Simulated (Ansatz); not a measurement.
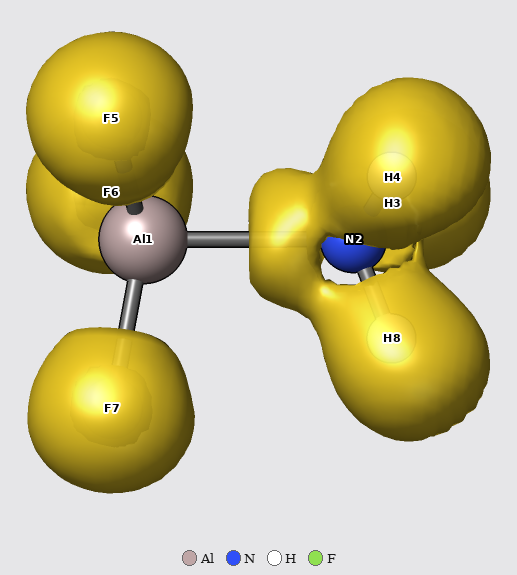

The picture shows: AlF₃H₃N. Isosurface of the ELF at 0.75 (yellow), seen from one side. Core shells and regions of very low density are left out.

The calculation used RKS PBE0/def2-SVPD (Ansatz 0.2.0).

```yaml
atoms:
  - { symbol: Al, position_ang: [-0.0561, 0.5207, 0.0554] }
  - { symbol: N, position_ang: [-0.0483, 0.2682, 2.0367] }
  - { symbol: H, position_ang: [-0.7798, -0.3809, 2.3258] }
  - { symbol: H, position_ang: [0.8465, -0.1041, 2.3544] }
  - { symbol: F, position_ang: [1.4331, -0.1519, -0.3394] }
  - { symbol: F, position_ang: [-1.4242, -0.3656, -0.3552] }
  - { symbol: F, position_ang: [-0.1808, 2.1951, -0.0302] }
  - { symbol: H, position_ang: [-0.2075, 1.1550, 2.5147] }
```

Question: What do the ELF domains correspond to?

Answer: At this value the surface marks out three regions wrapped around F (the valence shell of each) and one joined region spread over several atoms (H, N), in which their bonds and any lone pairs are merged. Along the contacts the grid gives the following. Al–F (1.68 Å): the ELF peaks at about 0.85 in the valence shell of F, 0.6 Å from its nucleus, and is about 0.35 at the midpoint. Al–N (2.00 Å): the ELF peaks at about 0.95 in the valence shell of N, 0.6 Å from its nucleus, and is about 0.80 at the midpoint.
